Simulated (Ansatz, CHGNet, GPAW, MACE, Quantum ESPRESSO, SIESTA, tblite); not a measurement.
# Twisted graphene monolayer on bilayer, 87.80° (78 atoms): one structure in several programs

Wanted: errors and costs of other methods on twisted graphene monolayer on bilayer, 87.80° (78 atoms). A plane-wave run serves as the reference.

Program: Quantum ESPRESSO 7.5. Level of theory: Kohn-Sham DFT, PBE, SSSP efficiency 1.3.0 pseudopotentials, plane waves. Results are calculated unless marked as measured.

## (1) The structure

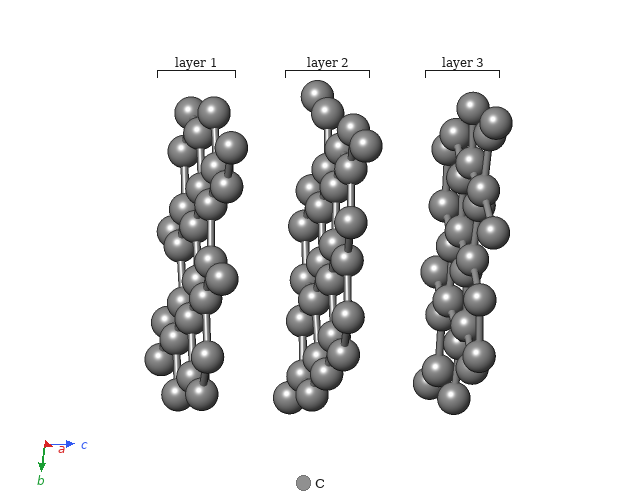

Start, viewed from the side, with the c axis across the page; carbon grey. Bonds to atoms that aren't drawn are left out. Some periodic images of atoms are drawn too.

The cell holds 78 atoms: 78 C. Cell: a = 8.870 Å, b = 8.870 Å, c = 20.690 Å, α = 90.0°, β = 90.0°, γ = 120.0°. It derives from C (graphene). Graphene (a = 2.46 Å) under graphene (a = 2.46 Å), monolayer on bilayer, commensurate cell of 13 unit cells a layer, twist 87.80 deg; facing planes 3.32, 3.37 Å apart as built; 14 Å of vacuum; minimised with a classical potential. Then every atom was moved at random, 0.03 Å r.m.s. a Cartesian component. Regions: layer 1, 26 atoms (26 C); layer 2, 26 atoms (26 C); layer 3, 26 atoms (26 C). Vacuum lies along c.

## (2) Reference: Quantum ESPRESSO, plane waves

pw.in

```
&control
  calculation = 'scf'
  pseudo_dir = './pseudo'
  outdir = './tmp'
  disk_io = 'none'
  tprnfor = .true.
/
&system
  ibrav = 0
  nat = 78
  ntyp = 1
  ecutwfc = 45
  ecutrho = 360
  nosym = .true.
  occupations = 'smearing'
  smearing = 'fd'
  degauss = 0.003675
/
&electrons
  conv_thr = 3.9e-07
  electron_maxstep = 100
  mixing_beta = 0.2
  mixing_mode = 'local-TF'
  diagonalization = 'david'
/
ATOMIC_SPECIES
C 12.011 C.upf
CELL_PARAMETERS angstrom
8.86970 0.00000 0.00000
-4.43485 7.68139 0.00000
0.00000 0.00000 20.69000
ATOMIC_POSITIONS crystal
C 0.12194 0.17526 0.33574
C 0.17271 0.04549 0.33617
C 0.20261 0.48551 0.33599
C 0.25636 0.36198 0.33468
C 0.28393 0.79126 0.33568
C 0.33810 0.67006 0.33699
C 0.35770 0.10448 0.33648
C 0.40646 0.97108 0.33582
C 0.43213 0.41120 0.33689
C 0.48856 0.28340 0.33621
C 0.51137 0.71380 0.33608
C 0.56664 0.58665 0.33685
[... 62 atom lines left out ...]
C 0.02239 0.58505 0.66550
C 0.98072 0.41366 0.66338
C 0.10246 0.36150 0.66247
C 0.05061 0.17531 0.66314
K_POINTS gamma
```

The run is started by

```console
> OMP_NUM_THREADS=1 mpirun -np 4 pw.x -in pw.in > output.txt
```

Output:

```text
Program PWSCF
     gamma-point specific algorithms are used
     one sub-group per band group will be used
     scalapack distributed-memory algorithm (size of sub-group:  2*  2 procs)
     Parallelization info
     sticks:   dense  smooth     PW     G-vecs:    dense   smooth      PW
     Min        1739     865    214               274395    96870   12070
     Max        1742     866    216               274414    96878   12088
     Sum        6961    3463    859              1097601   387493   48313
     bravais-lattice index     =            0
     lattice parameter (alat)  =      16.7613  a.u.
     unit-cell volume          =    9512.7446 (a.u.)^3
     number of atoms/cell      =           78
     number of atomic types    =            1
     number of electrons       =       312.00
[... lines left out ...]
     scf convergence threshold =      3.9E-07
[... lines left out ...]
     number of k points=     1  Fermi-Dirac smearing, width (Ry)=  0.0037
[... lines left out ...]
     total energy              =   -1440.63161306 Ry
[... lines left out ...]
     total energy              =   -1437.06854993 Ry
[... lines left out ...]
     total energy              =   -1438.09905518 Ry
[... lines left out ...]
     total energy              =   -1438.07158365 Ry
[... lines left out ...]
     total energy              =   -1438.07158372 Ry
     estimated scf accuracy    <       0.00000046 Ry
     iteration # 27     ecut=    45.00 Ry     beta= 0.20
     negative rho (up, down):  3.273E-03 0.000E+00
     End of self-consistent calculation
          k = 0.0000 0.0000 0.0000 ( 24157 PWs)   bands (ev):
   -18.4244 -18.3178 -18.2236 -16.8691 -16.7878 -16.7305 -16.7216 -16.6869
   -16.6230 -16.5789 -16.5629 -16.5126 -16.4904 -16.4455 -16.4222 -16.3670
   -16.3420 -16.2985 -16.2702 -16.2564 -16.1790 -13.3901 -13.3766 -13.3418
[...]
3.2461   3.3336   3.3540   3.4448   3.4839   3.5033   4.5467   4.8525
     5.5556   6.8940   6.9540   6.9723   6.9993   7.0010   7.0146   7.0269
     7.1537   7.2033   7.2524
     the Fermi energy is     1.0832 ev
!    total energy              =   -1438.07158334 Ry
     total all-electron energy =     -5943.671214 Ry
     estimated scf accuracy    <       0.00000037 Ry
     smearing contrib. (-TS)   =      -0.00000000 Ry
     internal energy E=F+TS    =   -1438.07158334 Ry
     The total energy is F=E-TS. E is the sum of the following terms:
     one-electron contribution =   -9507.30913836 Ry
     hartree contribution      =    4851.62438957 Ry
     xc contribution           =    -362.39076567 Ry
     ewald contribution        =    4061.06375216 Ry
     one-center paw contrib.   =    -481.05982105 Ry
     convergence has been achieved in  27 iterations
     negative rho (up, down):  3.273E-03 0.000E+00
     Forces acting on atoms (cartesian axes, Ry/au):
     atom    1 type  1   force =     0.03720236    0.04993411   -0.00657507
     atom    2 type  1   force =     0.05580224    0.10666959   -0.00212224
     atom    3 type  1   force =     0.05124589    0.09860833    0.00658942
[...]
atom   77 type  1   force =     0.12230058   -0.05948981    0.01407084
     atom   78 type  1   force =    -0.06906370    0.05401206   -0.01245640
     Total force =     0.943668     Total SCF correction =     0.001496
     Message from routine punch:
     Nothing written, as per user request (disk_io='none')
```

The job ended after 2.7 min (4 MPI ranks of Arm Neoverse V1, shared host; peak memory 3.1 GiB).

Banners, paths, timers and routine set-up lines are dropped from the logs unmarked, and long logs keep their key lines alone; longer cuts are marked.

Numbers from this run:

| Item | Value |
| --- | --- |
| r.m.s. force component | 1.586 eV/Å |
| longest force | 4.875 eV/Å |

## (3) Local order

Normalised to the volume that the atoms fill. Pair distribution function in bins of 0.2 Å:

```
r (Å)  total
 1.30   1.47
 1.50   3.12
 1.70   0.00
 1.90   0.00
 2.10   0.00
 2.30   0.22
 2.50   2.83
 2.70   0.17
 2.90   0.97
 3.10   0.00
 3.30   0.13
 3.50   0.32
 3.70   2.05
 3.90   0.41
 4.10   0.51
 4.30   1.52
 4.50   0.53
 4.70   0.18
 4.90   1.05
 5.10   1.56
 5.30   0.23
 5.50   0.35
 5.70   0.46
 5.90   0.31
 6.10   0.98
 6.30   0.34
 6.50   1.10
 6.70   0.34
```

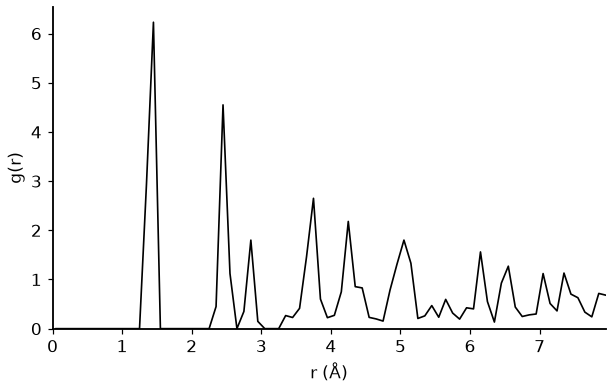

Pair distribution functions.

Bonds by pair of elements; cutoffs follow the first minimum of g(r), held within bounds set by covalent radii, and pairs that aren't listed don't count as bonded:

```
pair A-B  cutoff (Å)  bonds  mean length (Å)  spread (Å)  shortest (Å)  B about A  A about B
     C-C        1.85    117             1.42       0.037          1.33          3          3
```

How many atoms have how many bonded neighbours:

```
element  mean   3
      C     3  78
```

## (4) The other programs

The programs:
- CHGNet: machine-learned potential, published weights.
- GPAW 26.7.0: PAW with atomic orbitals (LCAO), plane waves or a real-space grid of spacing h.
- MACE: machine-learned potential, published weights.
- SIESTA 5.4.2: numerical atomic orbitals, whose automatically made sets are far from complete, with PseudoDojo norm-conserving potentials that we converted to its format (checked against plane waves on the same files for H, C, O, Si, Ge and Ca alone); labels give functional, basis size, energy shift and mesh cutoff.
- tblite 0.8.0: extended tight binding, driven from Python.

All use the same cell and atoms; the electronic-structure runs use the same k-mesh, and an electronic temperature of 580 K (0.05 eV) where levels are smeared.

Differences are against the plane-wave reference, forces as r.m.s. over components; share is that over the reference's r.m.s. force, slope the least-squares factor from reference forces to these. Total energies of different programs have different zeros and aren't compared.

```
                                                 run  Δ force, r.m.s. (meV/Å)  share (%)  slope  cores  CPU time  memory (GiB)
                                           reference                        -          -      -      4    11 min           3.1
                              CHGNet 0.3.0 potential                      332       20.9  0.833      1     5.8 s           1.7
                         GPAW PBE, LCAO dzp, h 0.2 Å                      102       6.45  1.053      1      84 s          0.84
            GPAW PBE, LCAO sz(dzp), h 0.2 Å (coarse)                      472       29.7  1.232      1      30 s          0.67
           GPAW PBE, LCAO szp(dzp), h 0.2 Å (coarse)                      211       13.3  1.048      1      61 s          0.81
                        MACE MP-0b3 medium potential                      170       10.7  0.909      1      10 s           1.1
                         MACE MPA-0 medium potential                      126       7.94  1.027      1     9.9 s           1.1
         SIESTA PBE, DZP, shift 0.01 Ry, mesh 300 Ry                      178       11.2  1.094      2   2.7 min           1.1
 SIESTA PBE, SZ, shift 0.01 Ry, mesh 300 Ry (coarse)                      588       37.1  1.300      1      38 s          0.51
SIESTA PBE, SZP, shift 0.01 Ry, mesh 300 Ry (coarse)                      375       23.7  1.168      1   1.9 min          0.82
                                     tblite GFN1-xTB                     96.9       6.11  0.970      1     1.6 s          0.12
                                     tblite GFN2-xTB                      107       6.76  0.958      1     4.2 s          0.12
```

Rows marked coarse were listed beforehand as settings not expected to be converged; some can still land near the reference.

Times of the machine-learned potentials are mostly Python's start and the loading of weights.

CPU time is summed over cores on a shared host, where runs went side by side, so it is rough. Symmetry, cutoffs, thresholds, outputs and thread counts weren't matched or tuned between programs; memory under MPI is the largest rank's times the ranks.

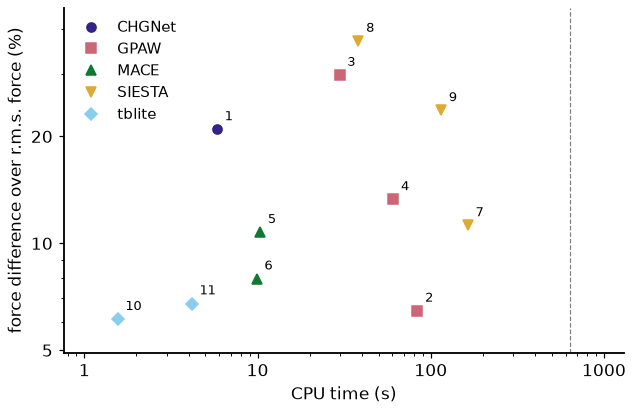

Force difference against CPU time; the dashed line marks the reference's time. Points: 1 CHGNet 0.3.0 potential; 2 GPAW PBE, LCAO dzp, h 0.2 Å; 3 GPAW PBE, LCAO sz(dzp), h 0.2 Å; 4 GPAW PBE, LCAO szp(dzp), h 0.2 Å; 5 MACE MP-0b3 medium potential; 6 MACE MPA-0 medium potential; 7 SIESTA PBE, DZP, shift 0.01 Ry, mesh 300 Ry; 8 SIESTA PBE, SZ, shift 0.01 Ry, mesh 300 Ry; 9 SIESTA PBE, SZP, shift 0.01 Ry, mesh 300 Ry; 10 tblite GFN1-xTB; 11 tblite GFN2-xTB.

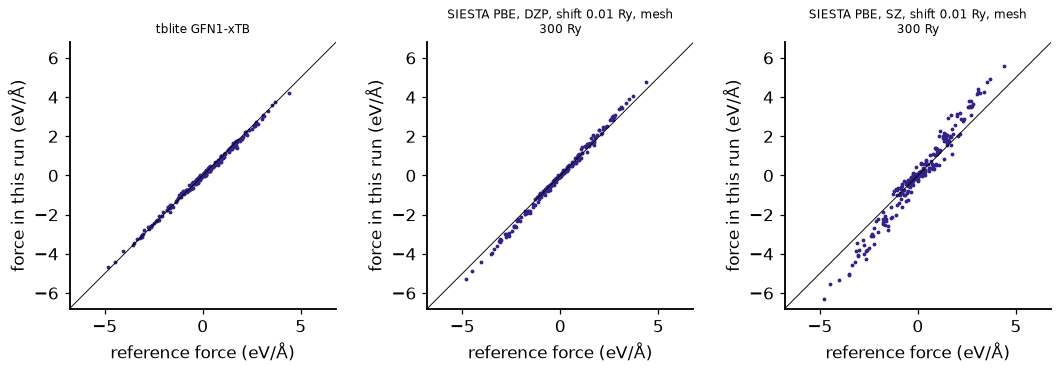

Force components against those of the reference; the line marks equality.

A second geometry, displaced anew (every atom was moved at random, 0.08 Å r.m.s. a Cartesian component), gives an energy difference that all programs can be tested on. The reference puts it at 561.1 meV/atom.

```
                                        run  energy less the first geometry's (meV/atom)  error (meV/atom)  force share at the second geometry (%)
                            tblite GFN2-xTB                                        551.1             -9.91                                    4.51
                            tblite GFN1-xTB                                        558.1             -2.96                                    5.10
                     CHGNet 0.3.0 potential                                        517.5             -43.6                                    10.8
               MACE MP-0b3 medium potential                                        523.7             -37.4                                    7.48
                MACE MPA-0 medium potential                                        582.1              21.1                                    6.27
                GPAW PBE, LCAO dzp, h 0.2 Å                                        588.3              27.2                                    5.90
SIESTA PBE, DZP, shift 0.01 Ry, mesh 300 Ry                                        611.8              50.8                                    12.2
            GPAW PBE, LCAO sz(dzp), h 0.2 Å                                        670.2               109                                    24.2
           GPAW PBE, LCAO szp(dzp), h 0.2 Å                                        585.7              24.7                                    10.5
 SIESTA PBE, SZ, shift 0.01 Ry, mesh 300 Ry                                        705.8               145                                    32.1
SIESTA PBE, SZP, shift 0.01 Ry, mesh 300 Ry                                        646.6              85.6                                    22.3
```

## (5) Results

| Property | Result |
| --- | --- |
| reference r.m.s. force component | 1.59 eV/Å |
| nearest in forces | tblite GFN1-xTB, 6.1 % |
| farthest in forces | SIESTA PBE, SZ, shift 0.01 Ry, mesh 300 Ry (coarse), 37 % |
| cheapest electronic-structure run beside the reference | tblite GFN1-xTB, 1.6 s of CPU time |

In words: The PBE runs in local orbitals, coarse settings apart, differ by 6.5 % (GPAW PBE, LCAO dzp, h 0.2 Å) to 11 % (SIESTA PBE, DZP, shift 0.01 Ry, mesh 300 Ry); basis, grid and potentials can all enter. Tight binding differs by 6.1 % (tblite GFN1-xTB) to 6.8 % (tblite GFN2-xTB); it is another model, with fitted parameters of its own, and the xTB methods hold dispersion. Machine-learned potentials differ by 7.9 % (MACE MPA-0 medium potential) to 21 % (CHGNet 0.3.0 potential); they were trained on other programs' data. Among those trained on PBE data the slope goes as low as 0.83, which softening far from their training structures can give, though the reference's k-sampling is untested too. Runs with settings chosen to be coarse differ by 13 % (GPAW PBE, LCAO szp(dzp), h 0.2 Å) to 37 % (SIESTA PBE, SZ, shift 0.01 Ry, mesh 300 Ry), their programs' other errors included. Of the electronic-structure runs that take under half the reference's CPU time, tblite GFN1-xTB comes nearest, at 6.1 % in 1.6 s against 11 min. SIESTA PBE, SZ, shift 0.01 Ry, mesh 300 Ry stiffens the forces by a factor of 1.30 while following their directions (correlation 0.986); the slopes of the 3 SIESTA runs lie between 1.09 and 1.30. The energy difference between the two geometries, 561 meV/atom in the reference, is met best by tblite GFN1-xTB (-2.96) and worst by SIESTA PBE, SZ, shift 0.01 Ry, mesh 300 Ry (coarse) (+145). In the reference: no gap is quoted: the bands of a honeycomb sheet meet or nearly meet at one point of the zone, so the spacing of levels depends on whether the mesh holds it and on how the neighbours disturb the sheet. In the reference: the first maximum of g(r) stands at about 1.42 Å. Periodic xTB results under one method name differ between programs and library versions. Machine-learned potentials mimic data converged in k, so the reference's own k-point error enters their differences. The reference's PBE has no dispersion term, which matters for the binding between molecules or layers. One k-point is far too coarse for the carbon or group-IV sheet, and it can put spurious forces of up to about 1 eV/Å on the sheet's atoms. The electronic-structure runs sample only Γ, in a cell whose shortest periodic width is 8 Å.

[Also dropped from logs without a mark: logging warnings of Python, and SIESTA's first energy breakdown and zero terms.]

[Logs are printed without paths, hosts, clocks, repeated set-up lines and the standing remarks that a program may print on its own settings, such as how far it seeks lower states.]

[Hosts, paths, dates, database ids (printed as entryN), source tags and the programs' standing remarks are cut or masked in the printed files.]
